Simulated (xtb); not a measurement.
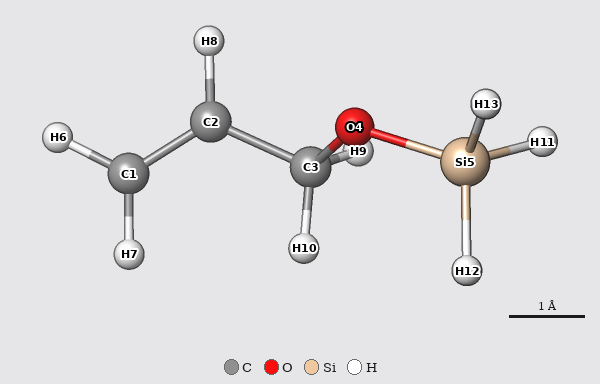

Figure 1. The structure as given in the input (ball-and-stick view, seen at a tilt; atoms are numbered from 1 in the order of the input). Bond lengths as drawn: C–C 1.32 to 1.49 Å, C–H 1.08 to 1.10 Å, C–O 1.42 Å, H–Si 1.48 to 1.49 Å and O–Si 1.64 Å.

## C₃H₈OSi: energy and gradient calculation

C₃H₈OSi, multiplicity 3, computed with GFN1-xTB (xtb 6.7.1).

The geometry is that of the parent species in another charge or spin state. The geometry comes from this level: PBE0-D4/def2-TZVP.

### What the program printed
```
* xtb version 6.7.1
   ID    Z sym.   atoms
    1    6 c      1-3
    2    8 o      4
    3   14 si     5
    4    1 h      6-13

           -------------------------------------------------
          |                Calculation Setup                |
           -------------------------------------------------

          program call               : xtb --grad --gfn 1 -I detailed.inp -- mol.coord
          coordinate file            : mol.coord
          omp threads                :                     1

           -------------------------------------------------
          |                 G F N 1 - x T B                 |
           -------------------------------------------------

      * Hamiltonian:
        H0-scaling (s, p, d)           1.850000    2.250000    2.000000
        zeta-weighting                 0.000000
      * Dispersion:
        s8                             2.400000
        a1                             0.630000
        a2                             5.000000
        s9                             0.000000
      * Repulsion:
        kExp                           1.500000
        rExp                           1.000000
      * Coulomb:
        alpha                          2.000000
        third order                    atomic
        anisotropic                    false
      * Halogen bond correction:
        rad-scale                      1.300000
        damping                        0.440000

          ...................................................
          :                      SETUP                      :
          :.................................................:
          :  # basis functions                  42          :
          :  # atomic orbitals                  41          :
          :  # shells                           27          :
          :  # electrons                        30          :
          :  # halogen bonds                     0          :
          :  max. iterations                   250          :
          :  Hamiltonian                  GFN1-xTB          :
          :  restarted?                      false          :
          :  GBSA solvation                  false          :
          :  PC potential                    false          :
          :  electronic temp.          300.0000000     K    :
          :  accuracy                    1.0000000          :
          :  -> integral cutoff          0.2500000E+02      :
          :  -> integral neglect         0.1000000E-07      :
          :  -> SCF convergence          0.1000000E-05 Eh   :
          :  -> wf. convergence          0.2000000E-04 e    :
          :  Broyden damping             0.4000000          :
          :  net charge                          0          :
          :  unpaired electrons                  2          :
          ...................................................

 iter      E             dE          RMSdq      gap      omega  full diag
   1    -17.2003080 -0.172003E+02  0.753E+00    0.78       0.0  T
   2    -17.2425051 -0.421972E-01  0.449E+00    1.64       1.0  T
   3    -17.2420511  0.453993E-03  0.768E-01    1.54       1.0  T
   4    -17.2445713 -0.252021E-02  0.178E-01    1.61       1.0  T
   5    -17.2450427 -0.471362E-03  0.294E-02    1.63       1.0  T
   6    -17.2450472 -0.447479E-05  0.123E-02    1.64       2.3  T
   7    -17.2450474 -0.224122E-06  0.257E-03    1.64      10.8  T
   8    -17.2450474 -0.461567E-07  0.873E-04    1.64      31.8  T
   9    -17.2450475 -0.316081E-08  0.148E-04    1.64     187.9  T
  10    -17.2450475 -0.158504E-09  0.297E-05    1.64     934.0  T

   *** convergence criteria satisfied after 10 iterations ***

         #    Occupation            Energy/Eh            Energy/eV
      -------------------------------------------------------------
         1        2.0000           -0.7866069             -21.4047
       ...           ...                  ...                  ...
        10        2.0000           -0.5054307             -13.7535
        11        2.0000           -0.4886621             -13.2972
        12        2.0000           -0.4706965             -12.8083
        13        1.9998           -0.4562920             -12.4163
        14        1.9985           -0.4545291             -12.3684
        15        1.0017           -0.4422849             -12.0352
        16        1.0000           -0.2447092              -6.6589 (HOMO)
        17                         -0.1845075              -5.0207 (LUMO)
        18                         -0.1564445              -4.2571
        19                         -0.1494904              -4.0678
        20                         -0.1207457              -3.2857
        21                         -0.1101742              -2.9980
       ...                                ...                  ...
        41                          1.2981960              35.3257
      -------------------------------------------------------------
                  HL-Gap            0.0602017 Eh            1.6382 eV
             Fermi-level           -0.3314731 Eh           -9.0198 eV

 transition dipole moment (au) for excitation:          15          16
     X       Y       Z
  -1.0808   0.2940   0.7921  total (au/Debye):    1.372   3.487
 dE (eV)             :    5.376
 oscillator strength :  0.35058E+00

 SCC (total)                   0 d,  0 h,  0 min,  0.015 sec
 SCC setup                      ...        0 min,  0.000 sec (  0.630%)
 Dispersion                     ...        0 min,  0.000 sec (  0.308%)
 classical contributions        ...        0 min,  0.000 sec (  0.148%)
 integral evaluation            ...        0 min,  0.003 sec ( 19.228%)
 iterations                     ...        0 min,  0.003 sec ( 20.701%)
 molecular gradient             ...        0 min,  0.006 sec ( 37.351%)
 printout                       ...        0 min,  0.003 sec ( 21.543%)

         :::::::::::::::::::::::::::::::::::::::::::::::::::::
         ::                     SUMMARY                     ::
         :::::::::::::::::::::::::::::::::::::::::::::::::::::
         :: total energy             -17.056539214468 Eh    ::
         :: gradient norm              0.307617313665 Eh/a0 ::
         :: HOMO-LUMO gap              1.638170984161 eV    ::
         ::.................................................::
         :: SCC energy               -17.245047451864 Eh    ::
         :: -> electrostatic           0.034289388170 Eh    ::
         :: repulsion energy           0.192603959867 Eh    ::
         :: dispersion energy         -0.004095722472 Eh    ::
         :: halogen bond corr.         0.000000000000 Eh    ::
         :: add. restraining           0.000000000000 Eh    ::
         :: total charge               0.000000000000 e     ::
         :::::::::::::::::::::::::::::::::::::::::::::::::::::

           -------------------------------------------------
          |                Property Printout                |
           -------------------------------------------------

    * Orbital Energies and Occupations

         #    Occupation            Energy/Eh            Energy/eV
      -------------------------------------------------------------
         1        2.0000           -0.7866069             -21.4047
       ...           ...                  ...                  ...
         4        2.0000           -0.6270560             -17.0631
         5        2.0000           -0.6053770             -16.4731
         6        2.0000           -0.5946938             -16.1824
         7        2.0000           -0.5759533             -15.6725
         8        2.0000           -0.5559784             -15.1289
         9        2.0000           -0.5337596             -14.5243
        10        2.0000           -0.5054307             -13.7535
        11        2.0000           -0.4886621             -13.2972
        12        2.0000           -0.4706965             -12.8083
        13        1.9998           -0.4562920             -12.4163
        14        1.9985           -0.4545291             -12.3684
        15        1.0017           -0.4422849             -12.0352
        16        1.0000           -0.2447092              -6.6589 (HOMO)
        17                         -0.1845075              -5.0207 (LUMO)
        18                         -0.1564445              -4.2571
        19                         -0.1494904              -4.0678
        20                         -0.1207457              -3.2857
        21                         -0.1101742              -2.9980
        22                         -0.0952820              -2.5928
        23                         -0.0720491              -1.9606
        24                         -0.0534117              -1.4534
        25                         -0.0496365              -1.3507
        26                         -0.0477679              -1.2998
        27                         -0.0369536              -1.0056
       ...                                ...                  ...
        41                          1.2981960              35.3257
      -------------------------------------------------------------
                  HL-Gap            0.0602017 Eh            1.6382 eV
             Fermi-level           -0.3314731 Eh           -9.0198 eV

  Mulliken/CM5 charges         n(s)   n(p)   n(d)
     1c    -0.07766 -0.17970   1.046  3.032  0.000
     2c    -0.06325 -0.12418   1.059  3.004  0.000
     3c     0.21516  0.14393   0.991  2.794  0.000
     4o    -0.40584 -0.46559   1.653  4.753  0.000
     5si    0.36003  0.11473   1.201  1.737  0.702
     6h     0.03482  0.08740   0.965  0.000  0.000
     7h     0.02591  0.07902   0.974  0.000  0.000
     8h     0.03930  0.09715   0.961  0.000  0.000
     9h     0.05086  0.11449   0.949  0.000  0.000
    10h     0.03502  0.09933   0.965  0.000  0.000
    11h    -0.07829  0.00346   1.078  0.000  0.000
    12h    -0.07769  0.00416   1.078  0.000  0.000
    13h    -0.05836  0.02581   1.058  0.000  0.000

Wiberg/Mayer (AO) data.
largest (>0.10) Wiberg bond orders for each atom

 ---------------------------------------------------------------------------
     #   Z sym  total        # sym  WBO       # sym  WBO       # sym  WBO
 ---------------------------------------------------------------------------
     1   6 c    3.074 --     2 c    1.036     6 h    0.979     7 h    0.978
     2   6 c    3.240 --     3 c    1.081     1 c    1.036     8 h    0.969
     3   6 c    3.910 --     2 c    1.081    10 h    0.956     9 h    0.911
                             4 o    0.878
     4   8 o    2.344 --     5 si   1.357     3 c    0.878
     5  14 si   4.258 --     4 o    1.357    12 h    0.938    11 h    0.937
                            13 h    0.933
     6   1 h    1.006 --     1 c    0.979
     7   1 h    1.004 --     1 c    0.978
     8   1 h    1.002 --     2 c    0.969
     9   1 h    1.011 --     3 c    0.911
    10   1 h    1.010 --     3 c    0.956
    11   1 h    0.986 --     5 si   0.937
    12   1 h    0.988 --     5 si   0.938
    13   1 h    0.989 --     5 si   0.933
 ---------------------------------------------------------------------------

Topologies differ in total number of bonds
Writing topology from bond orders to xtbtopo.mol

 dipole moment from electron density (au)
     X       Y       Z
  -0.4182   0.5650  -0.2946  total (Debye):    1.937

           -------------------------------------------------
          | TOTAL ENERGY              -17.056539214468 Eh   |
          | GRADIENT NORM               0.307617313665 Eh/α |
          | HOMO-LUMO GAP               1.638170984161 eV   |
           -------------------------------------------------

------------------------------------------------------------------------
------------------------------------------------------------------------
 total:
 *  cpu-time:     0 d,  0 h,  0 min,  0.023 sec
 * ratio c/w:     1.000 speedup
 SCF:
 *  cpu-time:     0 d,  0 h,  0 min,  0.016 sec
 * ratio c/w:     1.000 speedup
```

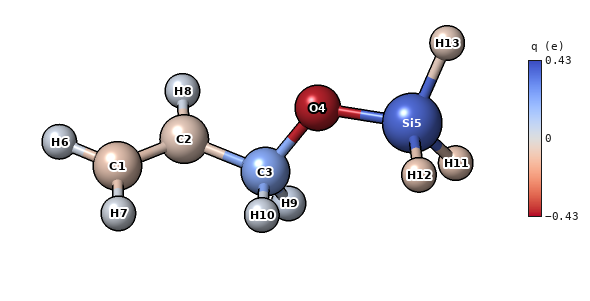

Figure 2. Mulliken charges, as the colour of each atom (ball-and-stick view, seen at a tilt; atoms are numbered from 1 in the order of the input). By element: C −0.08 to +0.22, O −0.41, Si +0.36 and H −0.08 to +0.05 e.

This output came from the following input.

### Input file (mol.coord)
```
$coord
     -2.406377247098      2.373496012530      3.523205386752  c
     -0.295931111116      1.889726124626      2.269939020900  c
     -0.219019257844      0.766283943536     -0.308781248764  c
      1.440727197415     -1.331501027411     -0.322765222086  o
      1.950386333226     -3.024506662464     -2.875596243843  si
     -2.381432862253      3.244281810758      5.376459797173  h
     -4.245458711584      1.919205852170      2.734811647558  h
      1.532945832296      2.331733065176      3.094993446912  h
      0.451833516398      2.189814633216     -1.668250222820  h
     -2.128020588941      0.198421243086     -0.890249977311  h
      2.994837962307     -1.426176306255     -4.946169158595  h
     -0.441628995325     -4.186499256496     -3.800428209235  h
      3.785499372850     -5.010419846833     -2.158823124772  h
$end
```

### File detailed.inp
```
$chrg 0
$spin 2
$end
```

Command:
```bash
xtb --grad --gfn 1 -I detailed.inp -- mol.coord > out.txt
```

### Key numbers

| quantity | value |
| --- | --- |
| outcome | converged |
| electrons treated | 30 |
| total energy | −17.056539 hartree |
| dispersion energy | −0.004096 hartree |
| basis functions | 42 |
| largest force | 11.027 eV/Å |
| dipole moment | 1.94 D |
| hardware | 1 thread of Intel Xeon @ 2.90GHz (Ice Lake), 192 GiB of memory available, shared host |
| peak memory | 0.071 GiB |
